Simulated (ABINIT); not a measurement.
**ZnSe (Stilleite): Raman and infrared activity**

Aim: Raman and infrared lines of ZnSe (Stilleite).

Main program and level: ABINIT 10.8.3; DFT LDA, scalar-relativistic, plane waves, PseudoDojo norm-conserving pseudopotentials.

## (1) Set-up

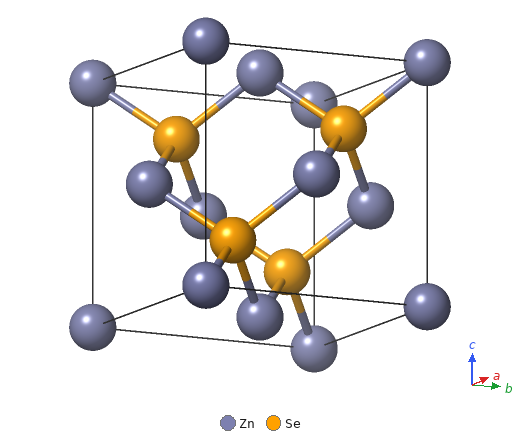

Start, viewed from a free direction; zinc blue, selenium orange. This picture shows the conventional cell, with its axes. Bonds to atoms that aren't drawn are left out. Some periodic images of atoms are drawn too.

Structure file:

```cif
data_structure
_symmetry_space_group_name_H-M 'P 1'
_symmetry_Int_Tables_number 1
_cell_length_a 4.0076
_cell_length_b 4.0076
_cell_length_c 4.0076
_cell_angle_alpha 60.000
_cell_angle_beta 60.000
_cell_angle_gamma 60.000
_cell_volume 45.51
loop_
_atom_site_label
_atom_site_type_symbol
_atom_site_fract_x
_atom_site_fract_y
_atom_site_fract_z
_atom_site_occupancy
Zn1 Zn 0.00000 0.00000 0.00000 1
Se2 Se 0.25000 0.25000 0.25000 1
```

## (2) A probe with smearing

A first run with smearing and empty bands tells whether the crystal has a gap, which decides between fixed occupations and smearing later on.

Contents of probe.abi:

```
# ground state
tolvrs 1.0d-08
prtden 1
prtwf 1

# basis, mesh and filling
ecut 39.0
ngkpt 6 6 6
nshiftk 1
shiftk 0.0 0.0 0.0
istwfk *1
occopt 7
tsmear 0.005
nband 26
nstep 100
diemac 9.0
prtebands 0
prtgsr 0

# cell and atoms
acell 3*1.0 Angstrom
rprim 
    -2.8338 0.0 2.8338
    0.0 2.8338 2.8338
    -2.8338 2.8338 0.0
ntypat 2
znucl 30 34
natom 2
typat 1 2
xred 
    0.0 0.0 0.0
    0.25 0.25 0.25
pp_dirpath "./pseudo"
pseudos "Zn.upf, Se.upf"
```

Launch:

```console
OMP_NUM_THREADS=1 mpirun -n 16 abinit probe.abi > probe.log
```

Numbers of over 12 decimals in the logs are rounded to 6 here.

probe.abo, the main output file:

```text
[banners, grids, parts of the stress and lines that vanish by symmetry left out]
- input  file    -> probe.abi
- output file    -> probe.abo
- root for input  files -> probei
[...]
Symmetries : space group F-4 3 m (#216); Bravais cF (face-center cubic)
[...]
mpw =        3593          nfft =       91125          nkpt =          16
[...]
== DATASET  1 ==================================================================
[...]
cutoff_energies: {ecut:  39.0, pawecutdg:  -1.0, }
[...]
ETOT  1  -329.09082073158    -3.291E+02 2.966E-01 9.471E+02
 ETOT  2  -329.88724556733    -7.964E-01 2.203E-02 1.637E+03
 ETOT  3  -330.13348730597    -2.462E-01 7.028E-03 1.283E+02
 ETOT  4  -330.14628159385    -1.279E-02 6.611E-03 3.321E+01
 ETOT  5  -330.15090441324    -4.623E-03 2.971E-03 7.408E-01
[...]
ETOT  9  -330.15103735442    -5.531E-09 8.028E-04 3.292E-08
 ETOT 10  -330.15103735445    -2.865E-11 7.788E-05 7.404E-09
 At SCF step   10       vres2   =  7.40E-09 < tolvrs=  1.00E-08 =>converged.
[...]
sigma(1 1)=  1.31760741E-04  sigma(3 2)=  0.00000000E+00
  sigma(2 2)=  1.31760741E-04  sigma(3 1)=  0.00000000E+00
  sigma(3 3)=  1.31760741E-04  sigma(2 1)=  0.00000000E+00
[...]
convergence: {deltae: -2.865E-11, res2:  7.404E-09, residm:  7.788E-05, diffor: null, }
etotal    :  -3.30151037E+02
[...]
sigma(1 1)=  1.31760741E-04  sigma(3 2)=  0.00000000E+00
  sigma(2 2)=  1.31760741E-04  sigma(3 1)=  0.00000000E+00
  sigma(3 3)=  1.31760741E-04  sigma(2 1)=  0.00000000E+00
[...]
- sigma(1 1)=  3.87653484E+00  sigma(3 2)=  0.00000000E+00
- sigma(2 2)=  3.87653484E+00  sigma(3 1)=  0.00000000E+00
- sigma(3 3)=  3.87653484E+00  sigma(2 1)=  0.00000000E+00
[...]
fcart      2.9462009551E-31 -9.8206698504E-32  2.9462009551E-31
           strten      1.3176074122E-04  1.3176074122E-04  1.3176074122E-04
================================================================================

[key lines of the parts left out:]
pressure_GPa:  -3.8765E+00
```

It took 10 s on 16 MPI ranks of Arm Neoverse N1, shared host; 2.7 min of CPU time.

This step gave:

```
volume per atom   : 22.76 Å³
pressure          : -3.877 GPa
gap on the k-mesh : 1.028 eV
```

A gap of 1.0 eV opens on this mesh, so the crystal is taken as an insulator; the printed pressure holds the stress of the finite basis too.

## (3) Relaxation

The harmonic expansion needs vanishing forces, and a free crystal bears no stress, so cell and atoms are brought to rest. Stress is more sensitive to the basis than forces are: the last 3 Ha under the cutoff are smoothed with ecutsm, and the cutoff is raised above that of the later runs.

Contents of relax.abi:

```
# relaxation
ionmov 2
optcell 2
dilatmx 1.08
ntime 40
tolmxf 1.0d-05
tolvrs 1.0d-14
prtwf 0
prtden 0
chksymtnons 0

# basis, mesh and filling
ecut 48.0
ecutsm 3.0
ngkpt 8 8 8
nshiftk 1
shiftk 0.0 0.0 0.0
istwfk *1
occopt 1
nband 18
nstep 100
diemac 9.0
prtebands 0
prtgsr 0

# cell and atoms
acell 3*1.0 Angstrom
rprim 
    -2.8338 0.0 2.8338
    0.0 2.8338 2.8338
    -2.8338 2.8338 0.0
ntypat 2
znucl 30 34
natom 2
typat 1 2
xred 
    0.0 0.0 0.0
    0.25 0.25 0.25
pp_dirpath "./pseudo"
pseudos "Zn.upf, Se.upf"
```

Launch:

```console
OMP_NUM_THREADS=1 mpirun -n 16 abinit relax.abi > relax.log
```

relax.abo, the main output file:

```text
[banners, grids, parts of the stress and lines that vanish by symmetry left out]
- input  file    -> relax.abi
- output file    -> relax.abo
- root for input  files -> relaxi
[...]
Symmetries : space group F-4 3 m (#216); Bravais cF (face-center cubic)
[...]
mpw =        6183          nfft =      157464          nkpt =          29
[...]
== DATASET  1 ==================================================================
[...]
-    --> not optimal distribution: autoparal keyword recommended in input file <--
[...]
cutoff_energies: {ecut:  48.0, pawecutdg:  -1.0, }
[...]
ETOT  1  -317.48589563026    -3.175E+02 1.874E+00 7.002E+04
 ETOT  2  -317.67216275288    -1.863E-01 1.520E+00 1.528E+05
 ETOT  3  -328.40734436861    -1.074E+01 1.691E+00 1.997E+04
 ETOT  4  -329.43048398291    -1.023E+00 8.424E-02 1.031E+04
 ETOT  5  -329.77531515865    -3.448E-01 2.331E-02 5.256E+03
[...]
At SCF step   24       vres2   =  2.25E-16 < tolvrs=  1.00E-14 =>converged.
[...]
sigma(1 1)=  1.16366913E-04  sigma(3 2)=  0.00000000E+00
  sigma(2 2)=  1.16366913E-04  sigma(3 1)=  0.00000000E+00
  sigma(3 3)=  1.16366913E-04  sigma(2 1)=  0.00000000E+00
[...]
convergence: {deltae: -3.837E-11, res2:  2.245E-16, residm:  2.315E-13, diffor: null, }
etotal    :  -3.30151465E+02
[...]
ETOT  1  -330.13692082691    -3.301E+02 2.131E-04 2.159E+02
[...]
At SCF step   13       vres2   =  3.98E-15 < tolvrs=  1.00E-14 =>converged.
[...]
sigma(1 1)=  9.60038077E-05  sigma(3 2)=  0.00000000E+00
  sigma(2 2)=  9.60038077E-05  sigma(3 1)=  0.00000000E+00
  sigma(3 3)=  9.60038077E-05  sigma(2 1)=  0.00000000E+00
[...]
convergence: {deltae: -8.242E-12, res2:  3.976E-15, residm:  1.647E-15, diffor: null, }
etotal    :  -3.30151806E+02
[...]
ETOT  1  -329.93283509459    -3.299E+02 5.325E+00 3.667E+03
[...]
At SCF step   16       vres2   =  3.26E-15 < tolvrs=  1.00E-14 =>converged.
[...]
sigma(1 1)= -8.99428287E-06  sigma(3 2)=  0.00000000E+00
  sigma(2 2)= -8.99428287E-06  sigma(3 1)=  0.00000000E+00
  sigma(3 3)= -8.99428287E-06  sigma(2 1)=  0.00000000E+00
[...]
convergence: {deltae: -2.046E-11, res2:  3.262E-15, residm:  1.081E-15, diffor: null, }
etotal    :  -3.30152447E+02
[...]
ETOT  1  -330.15003270563    -3.302E+02 9.258E-07 3.369E+01
[...]
At SCF step   13       vres2   =  4.01E-15 < tolvrs=  1.00E-14 =>converged.
[...]
sigma(1 1)=  5.76931513E-07  sigma(3 2)=  0.00000000E+00
  sigma(2 2)=  5.76931513E-07  sigma(3 1)=  0.00000000E+00
  sigma(3 3)=  5.76931513E-07  sigma(2 1)=  0.00000000E+00
[...]
convergence: {deltae:  1.211E-11, res2:  4.010E-15, residm:  9.249E-17, diffor: null, }
etotal    :  -3.30152451E+02
[...]
ETOT  1  -330.15244311078    -3.302E+02 9.212E-08 1.190E-01
[...]
ETOT 11  -330.15245149286    -1.387E-11 8.223E-18 5.415E-14
 ETOT 12  -330.15245149286    -5.798E-12 3.106E-19 9.556E-16
 At SCF step   12       vres2   =  9.56E-16 < tolvrs=  1.00E-14 =>converged.
[...]
sigma(1 1)=  3.03199016E-09  sigma(3 2)=  0.00000000E+00
  sigma(2 2)=  3.03199016E-09  sigma(3 1)=  0.00000000E+00
  sigma(3 3)=  3.03199015E-09  sigma(2 1)=  0.00000000E+00
[...]
convergence: {deltae: -5.798E-12, res2:  9.556E-16, residm:  3.106E-19, diffor: null, }
etotal    :  -3.30152451E+02
[...]
At Broyd/MD step   5, gradients are converged :
[...]
sigma(1 1)=  3.03199016E-09  sigma(3 2)=  0.00000000E+00
  sigma(2 2)=  3.03199016E-09  sigma(3 1)=  0.00000000E+00
  sigma(3 3)=  3.03199015E-09  sigma(2 1)=  0.00000000E+00
[...]
- sigma(1 1)=  8.92042302E-05  sigma(3 2)=  0.00000000E+00
- sigma(2 2)=  8.92042301E-05  sigma(3 1)=  0.00000000E+00
- sigma(3 3)=  8.92042300E-05  sigma(2 1)=  0.00000000E+00
[...]
fcart      3.9995299786E-31  3.9995299786E-31  3.9995299786E-31
           strten      3.0319901589E-09  3.0319901555E-09  3.0319901520E-09
================================================================================

[key lines of the parts left out:]
pressure_GPa:  -8.9204E-05
Total energy (etotal) [Ha]= -3.30152451492861E+02
```

Run time: 1.9 min. Hardware: 16 MPI ranks; 30 min of CPU time.

Step by step:

```tsv
step	energy less that of the first step (eV)	largest force (eV/Å)	volume (Å³)
1	0.0000	0.0000	45.51
2	-0.0093	0.0000	45.04
3	-0.0267	0.0000	42.97
4	-0.0268	0.0000	43.13
5	-0.0268	0.0000	43.12
```

```tsv
conventional cell, symmetrised	before	after	change
a (Å)	5.668	5.567	-1.8 %
b (Å)	5.668	5.567	-1.8 %
c (Å)	5.668	5.567	-1.8 %
volume (Å³/atom)	22.76	21.56	-5.3 %
```

The relaxed structure:

```cif
data_structure
_symmetry_space_group_name_H-M 'P 1'
_symmetry_Int_Tables_number 1
_cell_length_a 3.9362
_cell_length_b 3.9362
_cell_length_c 3.9362
_cell_angle_alpha 60.000
_cell_angle_beta 60.000
_cell_angle_gamma 60.000
_cell_volume 43.12
loop_
_atom_site_label
_atom_site_type_symbol
_atom_site_fract_x
_atom_site_fract_y
_atom_site_fract_z
_atom_site_occupancy
Zn1 Zn 0.00000 0.00000 0.00000 1
Se2 Se 0.25000 0.25000 0.25000 1
```

Read from the output:

```
volume per atom : 21.56 Å³
pressure        : -8.92e-5 GPa
```

The volume changes by -5.3 % in this run and stands -5.3 % from the first cell.

## (4) Self-consistent run for the response

The response is built on these wavefunctions, so the potential is converged far more tightly than an energy would need. The mesh is shifted off Γ, since shifted meshes converge sums over the zone faster.

Contents of gs.abi:

```
# ground state
tolvrs 1.0d-16
prtden 1
prtwf 1

# basis, mesh and filling
ecut 39.0
ngkpt 6 6 6
nshiftk 4
shiftk 
    0.5 0.5 0.5
    0.5 0.0 0.0
    0.0 0.5 0.0
    0.0 0.0 0.5
istwfk *1
occopt 1
nband 18
nstep 100
diemac 9.0
prtebands 0
prtgsr 0

# cell and atoms
acell 3*1.0 Angstrom
rprim 
    -2.783308478 0.0 2.783308478
    0.0 2.783308478 2.783308478
    -2.783308478 2.783308478 0.0
ntypat 2
znucl 30 34
natom 2
typat 1 2
xred 
    0.0 0.0 0.0
    0.25 0.25 0.25
pp_dirpath "./pseudo"
pseudos "Zn.upf, Se.upf"
```

Launch:

```console
OMP_NUM_THREADS=1 mpirun -n 16 abinit gs.abi > gs.log
```

gs.abo, the main output file:

```text
[banners, grids, parts of the stress and lines that vanish by symmetry left out]
- input  file    -> gs.abi
- output file    -> gs.abo
- root for input  files -> gsi
[...]
Symmetries : space group F-4 3 m (#216); Bravais cF (face-center cubic)
[...]
mpw =        3410          nfft =       91125          nkpt =          28
[...]
== DATASET  1 ==================================================================
[...]
-    --> not optimal distribution: autoparal keyword recommended in input file <--
[...]
cutoff_energies: {ecut:  39.0, pawecutdg:  -1.0, }
[...]
ETOT  1  -317.95834400971    -3.180E+02 2.270E+00 4.025E+04
 ETOT  2  -319.37484608296    -1.417E+00 1.297E+00 8.263E+04
 ETOT  3  -328.63102394593    -9.256E+00 1.071E+00 1.188E+04
 ETOT  4  -329.52051104706    -8.895E-01 7.025E-02 5.579E+03
 ETOT  5  -329.81343018055    -2.929E-01 1.908E-02 2.860E+03
[...]
ETOT 23  -330.15228902079    -1.347E-11 1.206E-17 7.061E-14
 ETOT 24  -330.15228902080    -1.194E-11 1.027E-17 1.169E-17
 At SCF step   24       vres2   =  1.17E-17 < tolvrs=  1.00E-16 =>converged.
[...]
sigma(1 1)=  1.68563718E-05  sigma(3 2)=  0.00000000E+00
  sigma(2 2)=  1.68563718E-05  sigma(3 1)=  0.00000000E+00
  sigma(3 3)=  1.68563718E-05  sigma(2 1)=  0.00000000E+00
[...]
convergence: {deltae: -1.194E-11, res2:  1.169E-17, residm:  1.027E-17, diffor: null, }
etotal    :  -3.30152289E+02
[...]
sigma(1 1)=  1.68563718E-05  sigma(3 2)=  0.00000000E+00
  sigma(2 2)=  1.68563718E-05  sigma(3 1)=  0.00000000E+00
  sigma(3 3)=  1.68563718E-05  sigma(2 1)=  0.00000000E+00
[...]
- sigma(1 1)=  4.95931582E-01  sigma(3 2)=  0.00000000E+00
- sigma(2 2)=  4.95931582E-01  sigma(3 1)=  0.00000000E+00
- sigma(3 3)=  4.95931582E-01  sigma(2 1)=  0.00000000E+00
[...]
fcart     -1.8747796760E-31 -3.1246327934E-31  8.7489718214E-32
           strten      1.6856371848E-05  1.6856371848E-05  1.6856371848E-05
================================================================================

[key lines of the parts left out:]
pressure_GPa:  -4.9593E-01
```

Elapsed: 23 s, on 16 MPI ranks.

Read from the output:

| Item | Value |
| --- | --- |
| pressure | -0.4959 GPa |

The cell stands at -0.50 GPa: the relaxation ran with a smoothed and higher cutoff and on another k mesh.

## (5) The gap at rest

Empty bands on the ground state's density check that the gap assumed so far is there in this cell.

Contents of gap.abi:

```
# empty bands on the ground state's density
iscf -2
getden_filepath "gso_DEN"
tolwfr 1.0d-12
nbdbuf 2
prtwf 0

# basis, mesh and filling
ecut 39.0
ngkpt 8 8 8
nshiftk 1
shiftk 0.0 0.0 0.0
istwfk *1
occopt 1
nband 22
nstep 100
diemac 9.0
prtebands 0
prtgsr 0

# cell and atoms
acell 3*1.0 Angstrom
rprim 
    -2.783308478 0.0 2.783308478
    0.0 2.783308478 2.783308478
    -2.783308478 2.783308478 0.0
ntypat 2
znucl 30 34
natom 2
typat 1 2
xred 
    0.0 0.0 0.0
    0.25 0.25 0.25
pp_dirpath "./pseudo"
pseudos "Zn.upf, Se.upf"
```

Launch:

```console
OMP_NUM_THREADS=1 mpirun -n 16 abinit gap.abi > gap.log
```

gap.abo, the main output file:

```text
[banners, grids, parts of the stress and lines that vanish by symmetry left out]
- input  file    -> gap.abi
- output file    -> gap.abo
- root for input  files -> gapi
[...]
Symmetries : space group F-4 3 m (#216); Bravais cF (face-center cubic)
[...]
mpw =        3407          nfft =       91125          nkpt =          29
[...]
== DATASET  1 ==================================================================
[...]
-    --> not optimal distribution: autoparal keyword recommended in input file <--
[...]
cutoff_energies: {ecut:  39.0, pawecutdg:  -1.0, }
[...]
-outvars: echo values of variables after computation
            acell      1.8897261259E+00  1.8897261259E+00  1.8897261259E+00 Bohr
================================================================================
```

Run time: 9.6 s. Hardware: 16 MPI ranks.

This step gave:

- gap on the k-mesh: 1.250 eV

In this cell the gap on the mesh is 1.3 eV, direct, so fixed occupations hold.

(Continued in part 2 of 2.)

[Host names and launcher messages were left out of these logs when they were recorded.]

[Logs are printed without paths, hosts, clocks, repeated set-up lines and the standing remarks that a program may print on its own settings, such as how far it seeks lower states.]

[Hosts, paths, dates, database ids (printed as entryN), source tags and the programs' standing remarks are cut or masked in the printed files.]
